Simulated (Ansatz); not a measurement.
# Calculations on CHClOSi

## 1. Relaxation

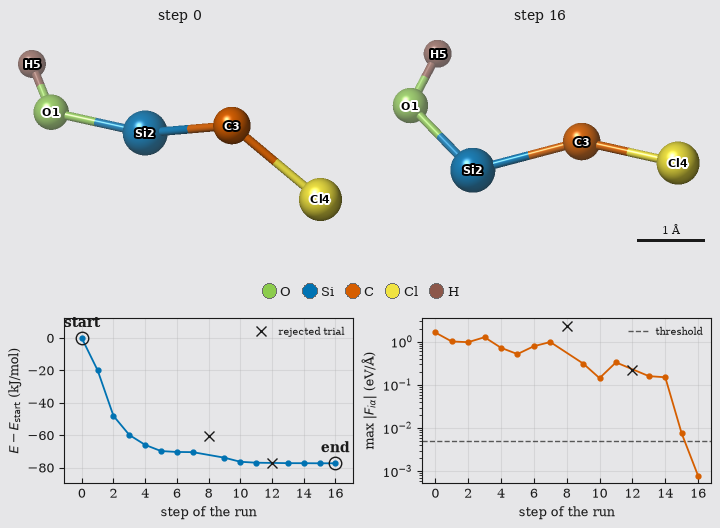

First and last geometry of a relaxation of CHClOSi, with the history of the run. The picture is a ball-and-stick view, seen at a tilt.

All numbers below come from RKS PBE0-D4/def2-TZVP (Ansatz).

Input
```yaml
crystal:
  periodic: [false, false, false]
  atoms:
    - {symbol: O, position_ang: [-0.517410, 1.679830, 0.108930]}
    - {symbol: Si, position_ang: [-0.130780, 0.130970, 0.084980]}
    - {symbol: C, position_ang: [0.860970, -1.276460, 0.121550]}
    - {symbol: Cl, position_ang: [0.242250, -2.891020, 0.248100]}
    - {symbol: H, position_ang: [-0.455030, 2.356680, -0.563560]}
basis:
  gaussian: {orbitals: def2-TZVP}
hamiltonian: {xc: pbe0, dispersion: d4}
relax: {f_tol: 0.005, max_steps: 200}
```

> What do the curves and the structures tell?

It converged. The energy falls by 77.3 kJ/mol in 14 accepted moves (16 points after the start). Largest force component: 1.6 eV/Å at the start, 0.00079 eV/Å at the end. The line search rejected the trial steps at points 8, 12 of the run. Si2 moves most after the best rigid fit: 0.80 Å. By element the largest moves are Si 0.80 Å, H 0.73 Å, C 0.65 Å, Cl 0.55 Å, O 0.11 Å. Near-neighbour distances that change, for instance: C3–Cl4 1.734 → 1.630 Å, O1–Si2 1.597 → 1.646 Å, Si2–C3 1.722 → 1.707 Å. Among the angles between lasting bonds that change: O1–Si2–C3 158.7° → 118.4°, Si2–C3–Cl4 123.9° → 149.0°, Si2–O1–H5 131.3° → 117.8°. Groups turn about O1–Si2 by about 75°. The run took roughly 50 core-seconds on a shared host.

| step | E − E(0), kJ/mol | largest force component, eV/Å | note |
| --- | --- | --- | --- |
| 0 | 0.00 | 1.6390 |  |
| 1 | -19.88 | 1.0160 |  |
| 2 | -48.03 | 0.9785 |  |
| 3 | -59.80 | 1.2740 |  |
| 4 | -65.92 | 0.7247 |  |
| 5 | -69.73 | 0.5185 |  |
| 6 | -70.28 | 0.7890 |  |
| 7 | -70.40 | 0.9865 |  |
| 8 | -60.43 | 2.3720 | rejected |
| 9 | -73.82 | 0.3136 |  |
| 10 | -76.34 | 0.1439 |  |
| 11 | -76.92 | 0.3332 |  |
| 12 | -76.89 | 0.2230 | rejected |
| 13 | -77.19 | 0.1599 |  |
| 14 | -77.22 | 0.1506 |  |
| 15 | -77.28 | 0.0075 |  |
| 16 | -77.28 | 0.0008 |  |

## 2. Distortion

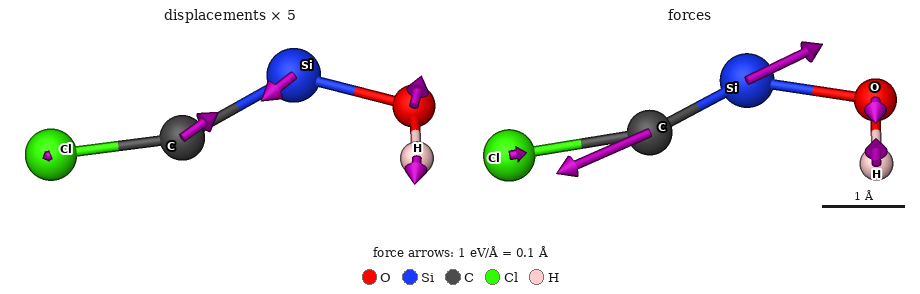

Left: CHClOSi, with purple arrows for the displacements applied to it. Right: the displaced structure with the computed forces. The picture is a ball-and-stick view, seen from a free direction.

All numbers below come from RKS PBE-D4/def2-TZVPP in Ansatz 0.2.0. 

Question: How do the forces relate to the distortion?

Answer: All atoms are moved at random (σ = 0.09 Å) from the PBE0-D4/def2-TZVP minimum. Energy change: +37.5 kcal/mol. The largest force is 13 eV/Å, on the C atom. The forces mostly point back along the displacements (cosine −0.93). At other levels of theory the same distortion costs 38.7 kcal/mol (RKS r2SCAN-D4/def2-TZVPP), 39.2 kcal/mol (RKS PBE0-D4/def2-TZVPP), 38.2 kcal/mol (RKS wB97M-V/def2-TZVPP), 38.4 kcal/mol (RHF-CCSD(T), frozen core/def2-TZVPP). Some distances before and after: C–Si 1.707 → 1.482 Å, H–O 0.960 → 1.133 Å, C–Cl 1.630 → 1.753 Å, O–Si 1.646 → 1.683 Å. Bond angles that change, for instance: Si–O–H 117.8° → 109.5°, O–Si–C 118.4° → 125.2°.

## 3. Distortion

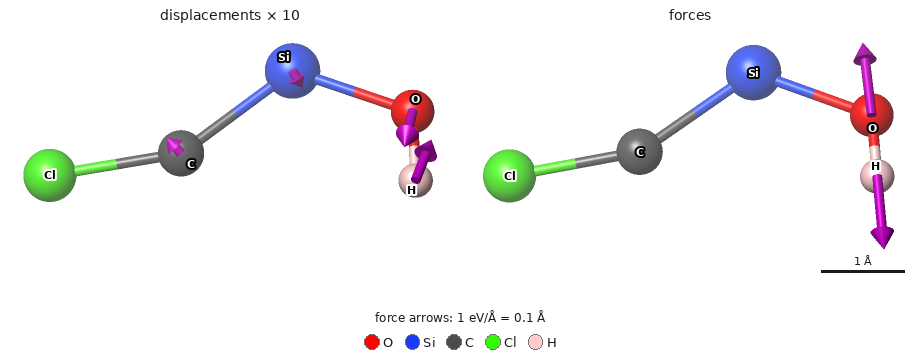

Left: CHClOSi, with purple arrows for the displacements applied to it. Right: the displaced structure with the computed forces. Style: ball-and-stick. Shown at a tilt.

These are results of RKS wB97M-V/def2-TZVPP (Ansatz 0.2.0), not measurements. 

> How do the forces relate to the distortion?

All atoms are moved at random (σ = 0.04 Å) from the PBE0-D4/def2-TZVP minimum. It costs 0.530 eV. The largest forces, 10 eV/Å, act on O and H. The forces mostly point back along the displacements (cosine −0.85). At other levels of theory the same distortion costs 0.595 eV (RKS PBE-D4/def2-TZVPP), 0.544 eV (RKS r2SCAN-D4/def2-TZVPP), 0.529 eV (RKS PBE0-D4/def2-TZVPP), 0.544 eV (RHF-CCSD(T), frozen core/def2-TZVPP). Near-neighbour distances before and after: H–O 0.960 → 0.837 Å, C–Cl 1.630 → 1.621 Å, O–Si 1.646 → 1.655 Å. Bond angles that change, for instance: Si–O–H 117.8° → 121.2°.
